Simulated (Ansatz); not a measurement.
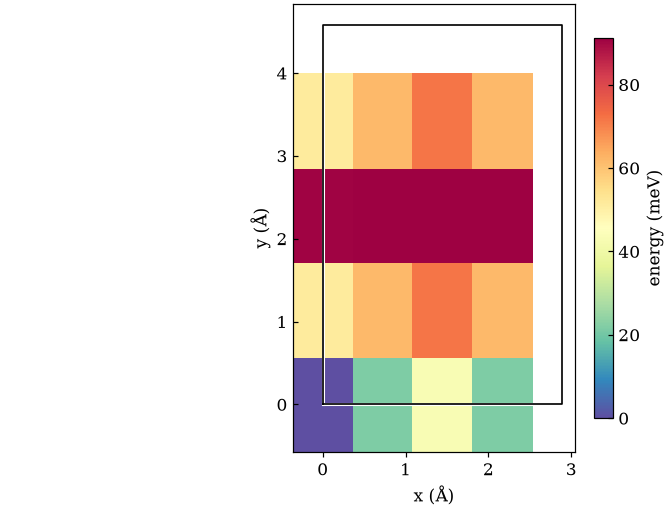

Energy landscape of CO on a Ti(100) slab cut from the P6_3/mmc phase, its upper half relaxed before the scan (12 atoms of substrate and one adsorbate in a 2 × 1 cell). CO (O end down) is moved over the surface cell at a fixed height above a rigid substrate; the origin of the map has the adsorbate above Ti11; the height is held at 3.10 Å. Places are given modulo a cell vector. The map is drawn in real space over the plane of the surface. The scan uses a 4 × 4 grid; 9 points were computed and 7 follow by symmetry. Places are given in fractions of the 1 × 1 surface cell. All energies are given in meV relative to the lowest grid point. At a fixed height the lowest place need not be the adsorption site. The runs have no spin polarisation; a magnetic state may lie lower. Theory: DFT PBE+D3(BJ), scalar-relativistic, plane waves, PAW (Ansatz). Settings: cutoff 420 eV, k-mesh 5×6×1, gaussian smearing 0.1 eV, no spin polarisation.

The picture shows one coloured cell a grid point, the outline of one cell of the plane. 

Summarise what can be read from the map.

Answer. The lowest grid point is at the top site over a surface Ti atom, (0/4, 0/4) of the cell vectors. The highest grid point, a fourfold hollow over a second-layer Ti atom, (2/4, 2/4) of the cell vectors, lies 91 meV above the lowest.

Grid values (meV):

```
second ↓, first →  0/4  1/4  2/4  3/4
              3/4   52   62   72   62
              2/4   91   91   91   91
              1/4   52   62   72   62
              0/4    0   22   43   22
```

The whole map (9 points run) took 15 min on 4 threads of Arm Neoverse N1, on a shared host.

PAW datasets: the set soft_1.
